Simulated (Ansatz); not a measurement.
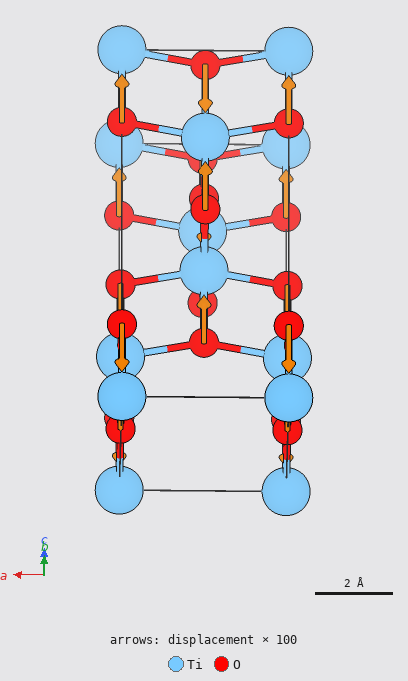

A relaxation of a crystal of TiO₂ (built on the anatase type). The starting structure is drawn; orange arrows show the displacements (the part carried along by the change of the cell is left out), magnified 100 times.

Style: ball-and-stick. Shown: the conventional cell (2 times the calculation's cell), from a free direction. Lengths and directions refer to the drawn axes.

Level of theory: DFT, PBE, plane waves, PAW (Ansatz). Set-up: plane-wave cutoff 420 eV; k-point mesh 8 × 8 × 8; occupations fermi dirac; smearing width 0.02 eV; no spin polarisation; cell and atoms relaxed; force threshold 0.005 eV/Å.

> Describe the change and its energy.

The energy falls by 4.903 eV per cell of the calculation in 8 accepted moves (10 points after the start). The largest force component goes from 1.3 to 0.00054 eV/Å. The pressure goes from −34.08 to −0.01 GPa. The SCF was repeated twice at an unchanged geometry on a basis and grid sized afresh for the cell, which shifted the energy by 24.2 meV per cell of the calculation at most. The largest moves relative to the cell, 0.015 Å, are those of O atoms. Ti stays in place. Cell: a = b 4.336 → 3.799 Å (−12.4 %), c 10.884 → 9.702 Å (−10.9 %). Volume −31.6 %. Among the contacts that change: Ti–Ti 3.479 → 3.081 Å, O–Ti 2.216 → 1.946 Å, O–Ti 2.264 → 2.003 Å. The space group stays I4_1/amd (No. 141). Cost: 32 s on 2 threads of AMD EPYC 7R13 Processor (Zen 3) (shared host), peak memory 0.67 GiB.
